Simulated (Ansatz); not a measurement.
BNH5OCl2F: several calculations on one system

Part 1: Relaxation

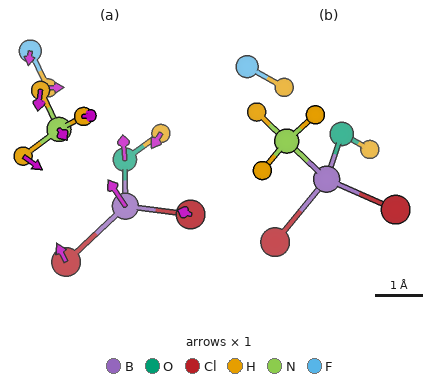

The structure of BNH5OCl2F before (left) and after (right) a relaxation, at one scale. The purple arrows give the displacements, at their true length.

The picture is a ball-and-stick view, seen from a free direction.

The run prepares an end point of a later path (reaction) calculation, from a guessed geometry.

Theory: RKS BHLYP/def2-SVP (Ansatz 0.2.0).

The input:
```yaml
crystal:
  periodic: [false, false, false]
  atoms:
    - { symbol: B, position_ang: [0.575785, -1.379108, -0.626364] }
    - { symbol: O, position_ang: [1.386395, -0.291907, -1.035091] }
    - { symbol: Cl, position_ang: [-0.760793, -1.831132, -1.656011] }
    - { symbol: Cl, position_ang: [1.078687, -2.394258, 0.717506] }
    - { symbol: H, position_ang: [-0.925776, 1.287866, 0.83125] }
    - { symbol: "N", position_ang: [-1.068514, 0.293773, 0.979686] }
    - { symbol: H, position_ang: [0.4028, 1.739561, -0.895302] }
    - { symbol: F, position_ang: [0.204844, 2.549084, -0.538848] }
    - { symbol: H, position_ang: [2.12725, -0.170737, -0.444435] }
    - { symbol: H, position_ang: [-1.005961, 0.118956, 1.973045] }
    - { symbol: H, position_ang: [-2.014517, 0.077902, 0.694666] }
basis:
  gaussian: { orbitals: def2-SVP }
hamiltonian:
  xc: { name: BHLYP }
relax:
  f_tol: 0.03
  max_steps: 50
```

Run as
```bash
ansatz run input.yaml --threads 2 --pin off --max-ram 3072MiB --backend cpu --events-out ev --progress --plain --runs-dir out
```

Question: Summarise the run.

Answer: The largest move after the best rigid fit is that of B1, 0.84 Å. Largest moves by element: B 0.84 Å, O 0.74 Å, H 0.59 Å, Cl 0.49 Å, N 0.41 Å, F 0.35 Å. Near-neighbour distances that change, for instance: B1–N6 2.843 → 1.601 Å, B1–Cl3 1.747 → 1.848 Å, B1–Cl4 1.758 → 1.848 Å, H7–F8 0.906 → 0.945 Å. New bonds form, among them: B1–N6 (2.84 → 1.60 Å). Among the angles between lasting bonds that change: Cl3–B1–Cl4 121.3° → 112.3°, O2–B1–Cl4 120.0° → 113.2°, O2–B1–Cl3 117.8° → 113.9°. After 14 accepted moves (15 points after the start) the energy has fallen by 27.3 kcal/mol. The largest force component goes from 2.1 to 0.015 eV/Å. The line search rejected the trial step at point 5 of the run.

Part 2: Relaxation

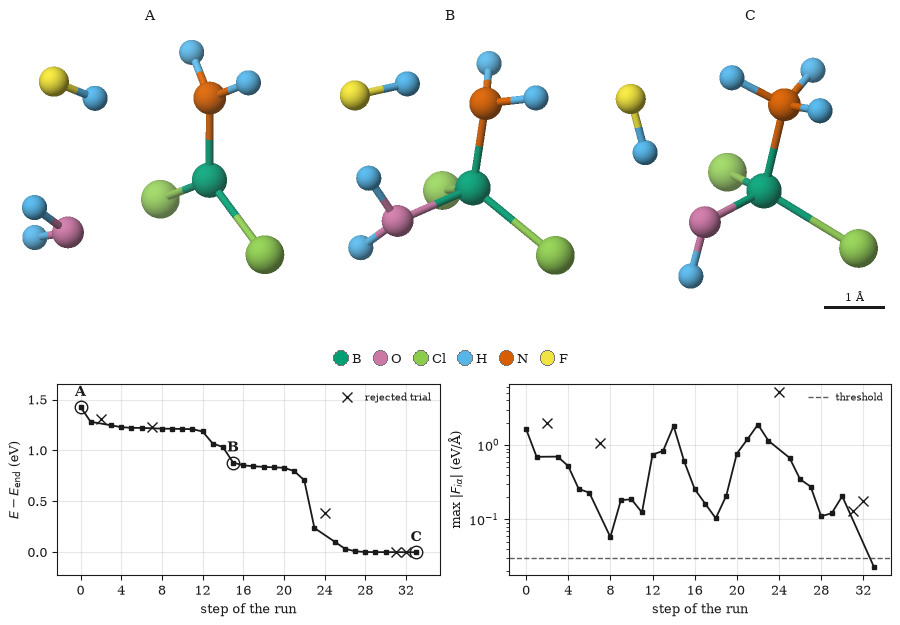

Frames of a relaxation of BNH5OCl2F, marked on the history of the run. A ball-and-stick model, seen at a tilt.

The run prepares an end point of a later path (reaction) calculation, from a guessed geometry.

Method: RKS BHLYP/def2-SVP in Ansatz 0.2.0.

Input file:
```yaml
crystal:
  periodic: [false, false, false]
  atoms:
    - { symbol: B, position_ang: [-0.38406, -1.362704, 0.127119] }
    - { symbol: O, position_ang: [1.334771, 0.423656, -1.175377] }
    - { symbol: Cl, position_ang: [-0.96234, -1.987125, -1.401583] }
    - { symbol: Cl, position_ang: [1.06875, -2.011933, 0.886406] }
    - { symbol: H, position_ang: [-0.212337, 1.603305, 0.164164] }
    - { symbol: "N", position_ang: [-1.183766, -0.374134, 0.862676] }
    - { symbol: H, position_ang: [1.321739, 1.383023, -1.235417] }
    - { symbol: F, position_ang: [-0.005474, 2.4858, 0.092409] }
    - { symbol: H, position_ang: [2.150266, 0.213812, -0.724126] }
    - { symbol: H, position_ang: [-1.004648, -0.205676, 1.838076] }
    - { symbol: H, position_ang: [-2.1227, -0.168023, 0.565753] }
basis:
  gaussian: { orbitals: def2-SVP }
hamiltonian:
  xc: { name: BHLYP }
relax:
  f_tol: 0.03
  max_steps: 50
```

Run as
```bash
ansatz run input.yaml --threads 2 --pin off --max-ram 3072MiB --backend cpu --events-out ev --progress --plain --runs-dir out
```

Describe the path.

The energy falls by 1.427 eV in 28 accepted moves (33 points after the start). The largest force component goes from 1.7 to 0.023 eV/Å. The line search rejected the trial steps at points 2, 7, 24, 31, 32 of the run. The largest move after the best rigid fit is that of H9, 1.24 Å. Largest moves by element: H 1.24 Å, B 0.83 Å, Cl 0.72 Å, F 0.71 Å, O 0.64 Å, N 0.57 Å. Among the contacts that change: B1–O2 2.800 → 1.422 Å, H5–N6 2.311 → 1.025 Å, H7–F8 2.177 → 0.946 Å, H5–F8 0.909 → 1.842 Å. New bonds form, among them: B1–O2 (2.80 → 1.42 Å), H5–N6 (2.31 → 1.03 Å), H7–F8 (2.18 → 0.95 Å). Bonds break, among them: H5–F8 (0.91 → 1.84 Å), O2–H7 (0.96 → 1.61 Å). Bond angles that change, for instance: Cl3–B1–N6 119.9° → 106.4°, Cl4–B1–N6 118.7° → 105.9°, B1–N6–H11 119.9° → 110.0°. From step 0 to 15: H7 moves most (0.82 Å), energy −0.546 eV. From step 15 to 33: H9 moves most (0.83 Å), energy −0.882 eV.

| step | E − E(0), eV | largest force component, eV/Å | note |
| --- | --- | --- | --- |
| 0 | 0.0000 | 1.6517 |  |
| 1 | -0.1456 | 0.6962 |  |
| 2 | -0.1135 | 2.0069 | rejected |
| 3 | -0.1797 | 0.7002 |  |
| 4 | -0.1981 | 0.5226 |  |
| 5 | -0.2050 | 0.2571 |  |
| 6 | -0.2056 | 0.2297 |  |
| 7 | -0.1949 | 1.0756 | rejected |
| 8 | -0.2126 | 0.0581 |  |
| 9 | -0.2145 | 0.1823 |  |
| 10 | -0.2157 | 0.1867 |  |
| 11 | -0.2179 | 0.1244 |  |
| 12 | -0.2407 | 0.7463 |  |
| 14 | -0.3934 | 1.8073 |  |
| 15 | -0.5455 | 0.6070 |  |
| 16 | -0.5734 | 0.2562 |  |
| 17 | -0.5824 | 0.1628 |  |
| 18 | -0.5884 | 0.1038 |  |
| 20 | -0.5974 | 0.7690 |  |
| 21 | -0.6289 | 1.1944 |  |
| 22 | -0.7198 | 1.8893 |  |
| 23 | -1.1894 | 1.1441 |  |
| 25 | -1.3244 | 0.6746 |  |
| 26 | -1.3930 | 0.3475 |  |
| 27 | -1.4181 | 0.2769 |  |
| 28 | -1.4249 | 0.1107 |  |
| 29 | -1.4261 | 0.1212 |  |
| 31 | -1.4260 | 0.1309 | rejected |
| 32 | -1.4262 | 0.1781 | rejected |
| 33 | -1.4273 | 0.0231 |  |

Part 3: Path

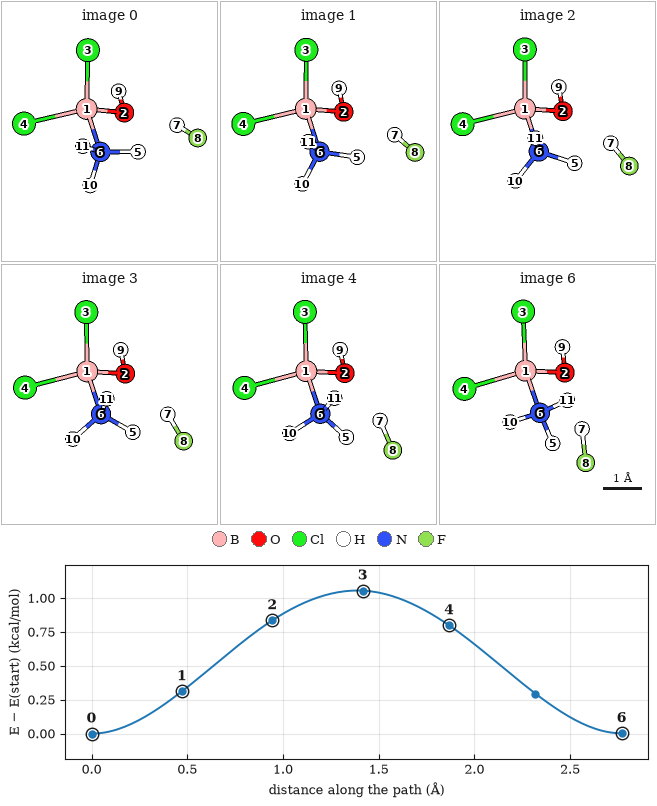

A search for the minimum-energy path of BNH5OCl2F by the nudged elastic band. Images are numbered from 0 (start) to 6 (end). Style: ball-and-stick. Shown from a free direction.

Level of theory: Ansatz 0.2.0, RKS BHLYP/def2-SVP. Run with 5 movable images; climbing image; force threshold 0.05 eV/Å; iteration limit 60; starting path through a guess of the saddle point.

Describe the mechanism and the energy profile.

The barrier is about 1.05 kcal/mol in both directions, with image 3 at the top; the ends have the same energy. No bond forms or breaks between the ends. The band is converged.
